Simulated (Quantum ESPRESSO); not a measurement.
# Projected density of states of magnetic NiWO4, part 2 of 2

Wanted: the exchange-split electronic structure of NiWO4.

Quantum ESPRESSO 7.5; PBEsol with U = 6 eV on Ni d (ortho-atomic projectors); plane waves with GBRV 1.5 PBEsol potentials, no spin-orbit coupling.

So far: Starting point; The magnetic state.

## 3. Post-processing

Level of this step: PBEsol with U = 6 eV on Ni d (ortho-atomic projectors); plane waves with GBRV 1.5 PBEsol potentials, no spin-orbit coupling, projections on orthogonalised atomic orbitals (Quantum ESPRESSO).

projwfc.in reads:

```
&PROJWFC
  prefix = 'pwscf'
  outdir = './tmp'
  filpdos = 'pdos'
  ngauss = 0
  degauss = 0.01
  DeltaE = 0.05
  Emin = 2.44
  Emax = 16.44
/
```

Launch:

```sh
$ OMP_NUM_THREADS=1 mpirun -n 4 projwfc.x -nk 4 -in projwfc.in > projwfc.out
```

The log of the run:

```text
[banner, memory and clock lines left out]
Program PROJWFC v.7.5 starts

     [... lines left out ...]
     IMPORTANT: XC functional enforced from input :
     Exchange-correlation= PBESOL
                           (   1   4  10   8   0   0   0)
     Any further DFT definition will be discarded
     Please, verify this is what you really want

     G-vector sticks info

     Check: negative core charge=   -0.000006

     negative rho (up, down):  6.337E-02 6.337E-02

     Gaussian broadening (read from input): ngauss,degauss=   0    0.010000

     Calling projwave ....

  Problem Sizes
  natomwfc =           84
  nbnd     =           76
  nkstot   =           60
  npwx     =         3730
  nkb      =          192

     Atomic states used for projection
     (read from pseudopotential files):

     state #   1: atom   1 (Ni1), wfc  1 (l=0 m= 1)
     state #   2: atom   1 (Ni1), wfc  2 (l=1 m= 1)
     state #   3: atom   1 (Ni1), wfc  2 (l=1 m= 2)
     state #   4: atom   1 (Ni1), wfc  2 (l=1 m= 3)
     state #   5: atom   1 (Ni1), wfc  3 (l=2 m= 1)
     state #   6: atom   1 (Ni1), wfc  3 (l=2 m= 2)
     state #   7: atom   1 (Ni1), wfc  3 (l=2 m= 3)
     state #   8: atom   1 (Ni1), wfc  3 (l=2 m= 4)
     state #   9: atom   1 (Ni1), wfc  3 (l=2 m= 5)
     state #  10: atom   1 (Ni1), wfc  4 (l=0 m= 1)
     state #  11: atom   1 (Ni1), wfc  5 (l=1 m= 1)
     state #  12: atom   1 (Ni1), wfc  5 (l=1 m= 2)
     state #  13: atom   1 (Ni1), wfc  5 (l=1 m= 3)
     state #  14: atom   2 (Ni2), wfc  1 (l=0 m= 1)
     state #  15: atom   2 (Ni2), wfc  2 (l=1 m= 1)
     state #  16: atom   2 (Ni2), wfc  2 (l=1 m= 2)
     state #  17: atom   2 (Ni2), wfc  2 (l=1 m= 3)
     state #  18: atom   2 (Ni2), wfc  3 (l=2 m= 1)
     state #  19: atom   2 (Ni2), wfc  3 (l=2 m= 2)
     state #  20: atom   2 (Ni2), wfc  3 (l=2 m= 3)
     state #  21: atom   2 (Ni2), wfc  3 (l=2 m= 4)
     state #  22: atom   2 (Ni2), wfc  3 (l=2 m= 5)
     state #  23: atom   2 (Ni2), wfc  4 (l=0 m= 1)
     state #  24: atom   2 (Ni2), wfc  5 (l=1 m= 1)
     state #  25: atom   2 (Ni2), wfc  5 (l=1 m= 2)
     state #  26: atom   2 (Ni2), wfc  5 (l=1 m= 3)
     state #  27: atom   3 (W  ), wfc  1 (l=0 m= 1)
     state #  28: atom   3 (W  ), wfc  2 (l=1 m= 1)
     state #  29: atom   3 (W  ), wfc  2 (l=1 m= 2)
     state #  30: atom   3 (W  ), wfc  2 (l=1 m= 3)
     state #  31: atom   3 (W  ), wfc  3 (l=2 m= 1)
     state #  32: atom   3 (W  ), wfc  3 (l=2 m= 2)
     state #  33: atom   3 (W  ), wfc  3 (l=2 m= 3)
     state #  34: atom   3 (W  ), wfc  3 (l=2 m= 4)
     state #  35: atom   3 (W  ), wfc  3 (l=2 m= 5)
     state #  36: atom   3 (W  ), wfc  4 (l=0 m= 1)
     state #  37: atom   3 (W  ), wfc  5 (l=1 m= 1)
     state #  38: atom   3 (W  ), wfc  5 (l=1 m= 2)
     state #  39: atom   3 (W  ), wfc  5 (l=1 m= 3)
     state #  40: atom   4 (W  ), wfc  1 (l=0 m= 1)
     state #  41: atom   4 (W  ), wfc  2 (l=1 m= 1)
     state #  42: atom   4 (W  ), wfc  2 (l=1 m= 2)
     state #  43: atom   4 (W  ), wfc  2 (l=1 m= 3)
     state #  44: atom   4 (W  ), wfc  3 (l=2 m= 1)
     state #  45: atom   4 (W  ), wfc  3 (l=2 m= 2)
     state #  46: atom   4 (W  ), wfc  3 (l=2 m= 3)
     state #  47: atom   4 (W  ), wfc  3 (l=2 m= 4)
     state #  48: atom   4 (W  ), wfc  3 (l=2 m= 5)
     state #  49: atom   4 (W  ), wfc  4 (l=0 m= 1)
     state #  50: atom   4 (W  ), wfc  5 (l=1 m= 1)
     state #  51: atom   4 (W  ), wfc  5 (l=1 m= 2)
     state #  52: atom   4 (W  ), wfc  5 (l=1 m= 3)
     state #  53: atom   5 (O  ), wfc  1 (l=0 m= 1)
     state #  54: atom   5 (O  ), wfc  2 (l=1 m= 1)
     state #  55: atom   5 (O  ), wfc  2 (l=1 m= 2)
     state #  56: atom   5 (O  ), wfc  2 (l=1 m= 3)
     state #  57: atom   6 (O  ), wfc  1 (l=0 m= 1)
     state #  58: atom   6 (O  ), wfc  2 (l=1 m= 1)
     state #  59: atom   6 (O  ), wfc  2 (l=1 m= 2)
     state #  60: atom   6 (O  ), wfc  2 (l=1 m= 3)
     state #  61: atom   7 (O  ), wfc  1 (l=0 m= 1)
     state #  62: atom   7 (O  ), wfc  2 (l=1 m= 1)
     state #  63: atom   7 (O  ), wfc  2 (l=1 m= 2)
     state #  64: atom   7 (O  ), wfc  2 (l=1 m= 3)
     state #  65: atom   8 (O  ), wfc  1 (l=0 m= 1)
     state #  66: atom   8 (O  ), wfc  2 (l=1 m= 1)
     state #  67: atom   8 (O  ), wfc  2 (l=1 m= 2)
     state #  68: atom   8 (O  ), wfc  2 (l=1 m= 3)
     state #  69: atom   9 (O  ), wfc  1 (l=0 m= 1)
     state #  70: atom   9 (O  ), wfc  2 (l=1 m= 1)
     state #  71: atom   9 (O  ), wfc  2 (l=1 m= 2)
     state #  72: atom   9 (O  ), wfc  2 (l=1 m= 3)
     state #  73: atom  10 (O  ), wfc  1 (l=0 m= 1)
     state #  74: atom  10 (O  ), wfc  2 (l=1 m= 1)
     state #  75: atom  10 (O  ), wfc  2 (l=1 m= 2)
     state #  76: atom  10 (O  ), wfc  2 (l=1 m= 3)
     state #  77: atom  11 (O  ), wfc  1 (l=0 m= 1)
     state #  78: atom  11 (O  ), wfc  2 (l=1 m= 1)
     state #  79: atom  11 (O  ), wfc  2 (l=1 m= 2)
     state #  80: atom  11 (O  ), wfc  2 (l=1 m= 3)
     state #  81: atom  12 (O  ), wfc  1 (l=0 m= 1)
     state #  82: atom  12 (O  ), wfc  2 (l=1 m= 1)
     state #  83: atom  12 (O  ), wfc  2 (l=1 m= 2)
     state #  84: atom  12 (O  ), wfc  2 (l=1 m= 3)

 [... projections of the bands left out ...]

Lowdin Charges:

     Atom #   1: total charge =  17.5006, s =  2.3696, p =  6.9474, d =  8.1835,
                 spin up      =   9.6242, s =  1.1881,
                 spin up      =   9.6242, p =  3.4770, pz=  1.1570, px=  1.1585, py=  1.1615,
                 spin up      =   9.6242, d =  4.9591, dz2=  0.9921, dxz=  0.9914, dyz=  0.9924, dx2-y2=  0.9943, dxy=  0.9889,
                 spin down    =   7.8763, s =  1.1815,
                 spin down    =   7.8763, p =  3.4704, pz=  1.1550, px=  1.1555, py=  1.1600,
                 spin down    =   7.8763, d =  3.2244, dz2=  0.7162, dxz=  0.4495, dyz=  0.7368, dx2-y2=  0.9368, dxy=  0.3851,
                 polarization =   1.7479, s =  0.0066, p =  0.0066, d =  1.7347,
     Atom #   2: total charge =  17.5006, s =  2.3696, p =  6.9474, d =  8.1835,
                 spin up      =   7.8763, s =  1.1815,
                 spin up      =   7.8763, p =  3.4704, pz=  1.1550, px=  1.1555, py=  1.1600,
                 spin up      =   7.8763, d =  3.2244, dz2=  0.7162, dxz=  0.4495, dyz=  0.7368, dx2-y2=  0.9368, dxy=  0.3851,
                 spin down    =   9.6242, s =  1.1881,
                 spin down    =   9.6242, p =  3.4770, pz=  1.1570, px=  1.1585, py=  1.1615,
                 spin down    =   9.6242, d =  4.9591, dz2=  0.9921, dxz=  0.9914, dyz=  0.9924, dx2-y2=  0.9943, dxy=  0.9889,
                 polarization =  -1.7479, s = -0.0066, p = -0.0066, d = -1.7347,
     Atom #   3: total charge =  13.0706, s =  2.4098, p =  6.9471, d =  3.7137,
                 spin up      =   6.5313, s =  1.2048,
                 spin up      =   6.5313, p =  3.4734, pz=  1.1564, px=  1.1583, py=  1.1587,
                 spin up      =   6.5313, d =  1.8531, dz2=  0.3687, dxz=  0.3842, dyz=  0.3552, dx2-y2=  0.3700, dxy=  0.3749,
                 spin down    =   6.5393, s =  1.2050,
                 spin down    =   6.5393, p =  3.4737, pz=  1.1556, px=  1.1580, py=  1.1602,
                 spin down    =   6.5393, d =  1.8605, dz2=  0.3750, dxz=  0.3720, dyz=  0.3564, dx2-y2=  0.3704, dxy=  0.3868,
                 polarization =  -0.0079, s = -0.0002, p = -0.0003, d = -0.0074,
     Atom #   4: total charge =  13.0706, s =  2.4098, p =  6.9471, d =  3.7137,
                 spin up      =   6.5392, s =  1.2050,
                 spin up      =   6.5392, p =  3.4737, pz=  1.1556, px=  1.1580, py=  1.1602,
                 spin up      =   6.5392, d =  1.8605, dz2=  0.3750, dxz=  0.3720, dyz=  0.3564, dx2-y2=  0.3704, dxy=  0.3868,
                 spin down    =   6.5313, s =  1.2048,
                 spin down    =   6.5313, p =  3.4734, pz=  1.1564, px=  1.1583, py=  1.1587,
                 spin down    =   6.5313, d =  1.8531, dz2=  0.3687, dxz=  0.3842, dyz=  0.3552, dx2-y2=  0.3700, dxy=  0.3749,
                 polarization =   0.0079, s =  0.0002, p =  0.0003, d =  0.0074,
     Atom #   5: total charge =   6.3684, s =  1.6119, p =  4.7565, d =  0.0000,
                 spin up      =   3.1735, s =  0.8028,
                 spin up      =   3.1735, p =  2.3707, pz=  0.7775, px=  0.7927, py=  0.8005,
                 spin up      =   3.1735, d =  0.0000, dz2=  0.0000, dxz=  0.0000, dyz=  0.0000, dx2-y2=  0.0000, dxy=  0.0000,
                 spin down    =   3.1949, s =  0.8092,
                 spin down    =   3.1949, p =  2.3858, pz=  0.7788, px=  0.7990, py=  0.8080,
                 spin down    =   3.1949, d =  0.0000, dz2=  0.0000, dxz=  0.0000, dyz=  0.0000, dx2-y2=  0.0000, dxy=  0.0000,
                 polarization =  -0.0215, s = -0.0064, p = -0.0151, d =  0.0000,
     Atom #   6: total charge =   6.3684, s =  1.6119, p =  4.7565, d =  0.0000,
                 spin up      =   3.1735, s =  0.8028,
                 spin up      =   3.1735, p =  2.3707, pz=  0.7775, px=  0.7927, py=  0.8005,
                 spin up      =   3.1735, d =  0.0000, dz2=  0.0000, dxz=  0.0000, dyz=  0.0000, dx2-y2=  0.0000, dxy=  0.0000,
                 spin down    =   3.1949, s =  0.8092,
                 spin down    =   3.1949, p =  2.3858, pz=  0.7788, px=  0.7990, py=  0.8080,
                 spin down    =   3.1949, d =  0.0000, dz2=  0.0000, dxz=  0.0000, dyz=  0.0000, dx2-y2=  0.0000, dxy=  0.0000,
                 polarization =  -0.0215, s = -0.0064, p = -0.0151, d =  0.0000,
     Atom #   7: total charge =   6.3684, s =  1.6119, p =  4.7565, d =  0.0000,
                 spin up      =   3.1949, s =  0.8092,
                 spin up      =   3.1949, p =  2.3858, pz=  0.7788, px=  0.7990, py=  0.8080,
                 spin up      =   3.1949, d =  0.0000, dz2=  0.0000, dxz=  0.0000, dyz=  0.0000, dx2-y2=  0.0000, dxy=  0.0000,
                 spin down    =   3.1735, s =  0.8028,
                 spin down    =   3.1735, p =  2.3707, pz=  0.7775, px=  0.7927, py=  0.8005,
                 spin down    =   3.1735, d =  0.0000, dz2=  0.0000, dxz=  0.0000, dyz=  0.0000, dx2-y2=  0.0000, dxy=  0.0000,
                 polarization =   0.0215, s =  0.0064, p =  0.0151, d =  0.0000,
     Atom #   8: total charge =   6.3684, s =  1.6119, p =  4.7565, d =  0.0000,
                 spin up      =   3.1949, s =  0.8092,
                 spin up      =   3.1949, p =  2.3858, pz=  0.7788, px=  0.7990, py=  0.8080,
                 spin up      =   3.1949, d =  0.0000, dz2=  0.0000, dxz=  0.0000, dyz=  0.0000, dx2-y2=  0.0000, dxy=  0.0000,
                 spin down    =   3.1735, s =  0.8028,
                 spin down    =   3.1735, p =  2.3707, pz=  0.7775, px=  0.7927, py=  0.8005,
                 spin down    =   3.1735, d =  0.0000, dz2=  0.0000, dxz=  0.0000, dyz=  0.0000, dx2-y2=  0.0000, dxy=  0.0000,
                 polarization =   0.0215, s =  0.0064, p =  0.0151, d =  0.0000,
     Atom #   9: total charge =   6.2813, s =  1.6178, p =  4.6635, d =  0.0000,
                 spin up      =   3.1389, s =  0.8095,
                 spin up      =   3.1389, p =  2.3294, pz=  0.7626, px=  0.7869, py=  0.7800,
                 spin up      =   3.1389, d =  0.0000, d
```

Elapsed: 4.6 s, on 4 MPI ranks of Intel Xeon Platinum 8488C (Sapphire Rapids), shared host; peak memory 0.47 GiB.

The density of states has structure finer than the step of the table below, so its rows give means over 1 eV, whole bins alone (the curve runs from -9.00 to 5.05 eV). Peaks (eV: height): up = down -7.8: 6.65, -5.7: 5.66, -5.2: 6.34, -4.2: 6.04; Ni1 d up = Ni2 d down -7.8: 2.44, -5.7: 1.55; Ni1 d down = Ni2 d up -4.9: 1.31, -4.2: 1.65, 1.3: 0.636, 3.1: 1.54; W3 d up -5.2: 0.417, 2.1: 1.4; W3 d down -7.7: 0.511, -5.7: 0.43, 2.0: 1.67.

Gaussian broadening of 0.136 eV on the SCF mesh. Table of density of states by energy, zero at the Fermi level; means over each step; values in states/eV/cell:

| energy (eV) | up = down | Ni1 d up = Ni2 d down | Ni1 d down = Ni2 d up | W3 d up | W3 d down | O5 p up | O5 p down |
| --- | --- | --- | --- | --- | --- | --- | --- |
| -8 | 3.44 | 1.15 | 0.0518 | 0.233 | 0.249 | 0.109 | 0.193 |
| -7 | 4.07 | 0.856 | 0.143 | 0.339 | 0.345 | 0.239 | 0.280 |
| -6 | 4.84 | 1.35 | 0.247 | 0.338 | 0.316 | 0.362 | 0.222 |
| -5 | 5.13 | 0.826 | 0.926 | 0.290 | 0.269 | 0.291 | 0.228 |
| -4 | 5.51 | 0.287 | 1.23 | 0.212 | 0.242 | 0.359 | 0.347 |
| -3 | 4.97 | 0.177 | 0.436 | 0.104 | 0.111 | 0.502 | 0.530 |
| -2 | 4.03 | 0.277 | 0.173 | 0.0544 | 0.0475 | 0.482 | 0.559 |
| -1 | 0.00706 | 4.0e-4 | 3.7e-4 | 3.6e-5 | 2.1e-5 | 0.00122 | 0.00111 |
| 0 | 0 | 0 | 0 | 0 | 0 | 0 | 0 |
| 1 | 1.12 | 0.00403 | 0.229 | 0.345 | 0.286 | 0.0207 | 0.0174 |
| 2 | 4.14 | 0.0151 | 0.398 | 1.14 | 1.21 | 0.107 | 0.138 |
| 3 | 2.67 | 0.00494 | 1.05 | 0.409 | 0.403 | 0.0840 | 0.0485 |
| 4 | 0.0763 | 1.1e-4 | 0.0317 | 0.0105 | 0.00976 | 0.00362 | 9.5e-4 |

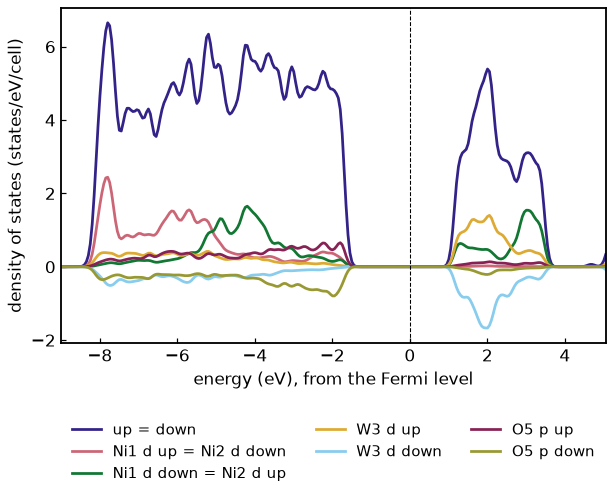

Density of states, plotted against energy. Down spins are drawn negative.

## 4. Summary of results

```json
{
  "state": "antiferromagnetic",
  "largest moment in a sphere": "1.69 μB"
}
```

What this shows: Distinct peaks of the density of states (up = down) stand at -7.80, -5.70, -5.20, -4.25 and -3.05 eV; the one at -7.80 eV is strongest. These are Kohn–Sham states without spin–orbit coupling, on the mesh of the self-consistent run. The moments are opposed on like sites, so the totals of the two spins are equal and the projections on single atoms show the splitting.

[Logs and program files are shortened in this print: banners, set-up blocks, solver, clock and traceback lines can be left out without a mark of their own.]

[Logs are printed without paths, hosts, clocks, repeated set-up lines and the standing remarks that a program may print on its own settings, such as how far it seeks lower states.]

[Hosts, paths, dates, database ids (printed as entryN), source tags and the programs' standing remarks are cut or masked in the printed files.]

[Where a cell is said to come from a database of computed structures, the database is the Materials Project.]
